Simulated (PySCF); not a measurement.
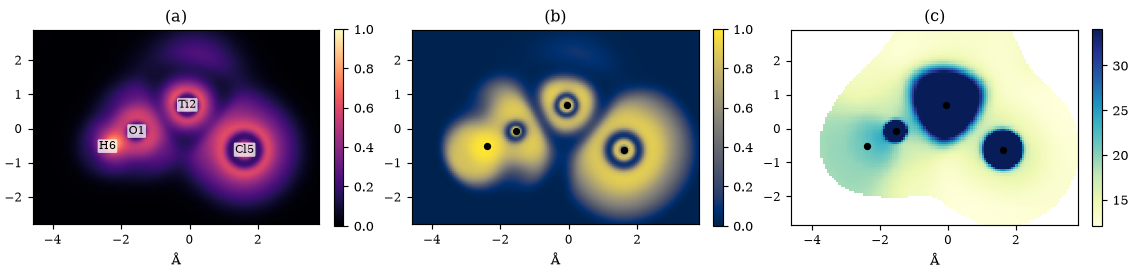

Cl3HOTi, SMILES `O[Ti](Cl)(Cl)Cl`. Three fields in the plane of O1, Ti2, Cl5 and H6.

Computed with PySCF, CAM-B3LYP/def2-SVP, geometry: GFN2-xTB. This is a single-reference result, which may miss multireference character in this system. No frequency check shows the geometry to be a minimum. GFN2-xTB bond lengths at metals and heavier atoms can be off by up to 0.1 Å and shapes distorted, which carries into these values.

Input

```python
import numpy as np
from pyscf import gto, scf, dft
from pyscf.scf import atom_ks, atom_hf
from scipy.linalg import block_diag

def solve(mol, dm0=None, hcore=None):
    mf = (dft.UKS if mol.spin else dft.RKS)(mol, xc='camb3lyp')
    mf.grids.level = 3
    mf = mf.density_fit(auxbasis='def2-universal-jkfit')
    mf.conv_tol, mf.max_cycle = 1e-8, 80
    if hcore is not None:
        mf.get_hcore = lambda *args: hcore
    mf.kernel(dm0)
    if not mf.converged:
        mf = mf.newton().run(mf.mo_coeff, mf.mo_occ, max_cycle=30)
    assert mf.converged, 'SCF not converged'
    return mf

mol = gto.M(atom='''
O     -0.00451    -0.00134    -2.02598
Ti    -0.00039     0.00004    -0.35924
Cl     0.73045     1.78820     0.52974
Cl     1.18492    -1.52541     0.53023
Cl    -1.91230    -0.26214     0.53394
H     -0.00765    -0.00139    -2.98531
''', basis='def2-svp', charge=0, spin=0, verbose=4)
mf = solve(mol)
mf.analyze()
# spherically averaged free atoms, for the promolecule
atm = atom_ks.get_atm_nrks(mol, xc='camb3lyp')
pro = block_diag(*[(atm[a[0]][2] * atm[a[0]][3]) @ atm[a[0]][2].T for a in mol._atom])
np.savez('result.npz', e=mf.e_tot, c=mf.mo_coeff, occ=mf.mo_occ, eps=mf.mo_energy, pro=pro, dip=mf.dip_moment(verbose=0), s2=mf.spin_square()[0])
```

Command:

```sh
OMP_NUM_THREADS=1 python input.py
```

The run took 18 s on 1 thread of Arm Neoverse V1 (shared host), peak memory 0.46 GiB.

Partitions, critical points and surface values were worked out afterwards from this run's density.

**The panels show, in some order, the average local ionisation energy, localised orbital locator (LOL) and electron localisation function (ELF). Which is which?**

(a) is the localised orbital locator (LOL): it runs from 0 to 1, peaks where electrons are localised, as in bonds, and fades smoothly outside. (b) is the electron localisation function (ELF): it runs from 0 to 1 and is close to 1 over wide basins that fill the valence regions. (c) is the average local ionisation energy: it is high near the heavier nuclei and lowest where loosely bound electrons reach out.
